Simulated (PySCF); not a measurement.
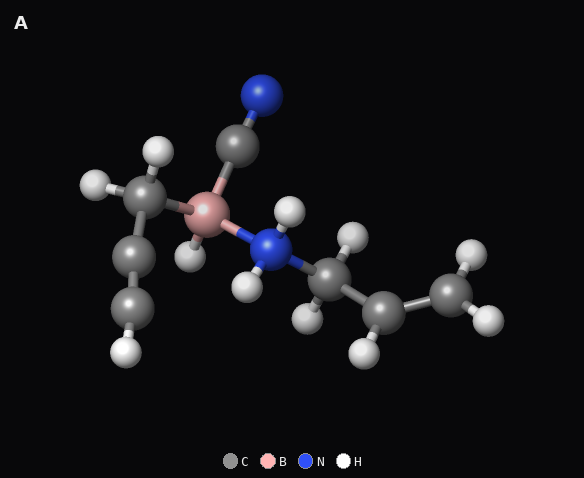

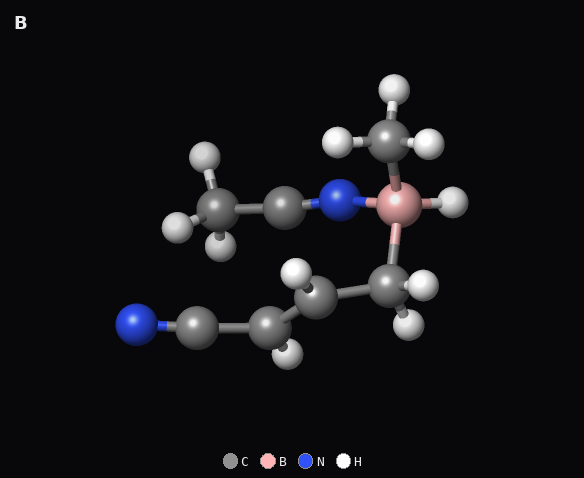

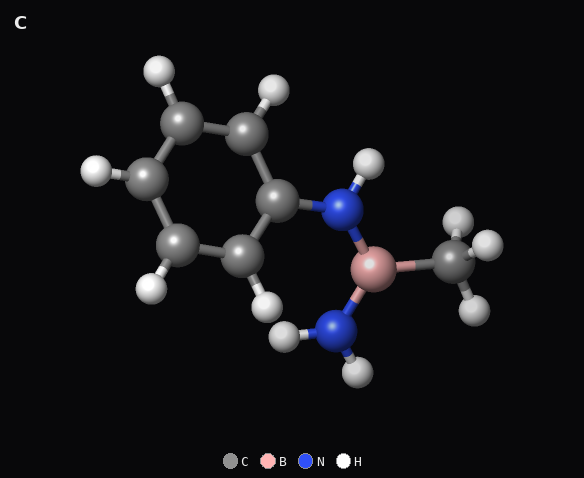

3 stationary structures of one formula. Geometries: GFN2-xTB. Electronic energies: PBE0/pcSseg-1 (PySCF 2.14.0), without zero-point energy. No frequency run is at hand to confirm each as a minimum. Each is one conformer, not always the lowest.

### How are they related?

They are constitutional isomers of C7H11BN2: A `C#CC[B@@H-](C#N)[NH2+]CC=C`, B `CC#[N+][B@@H-](C)C/C=C/C#N`, C `CB(N)Nc1ccccc1`.

### Rank them by energy, lowest first.

C is lowest; B lies 397.2 kJ/mol above it, A lies 460.8 kJ/mol above it.

The geometry is semi-empirical. Around B such bond lengths and angles can be off by a tenth of an ångström or more and by several degrees, and values that hang on the shape move with them.
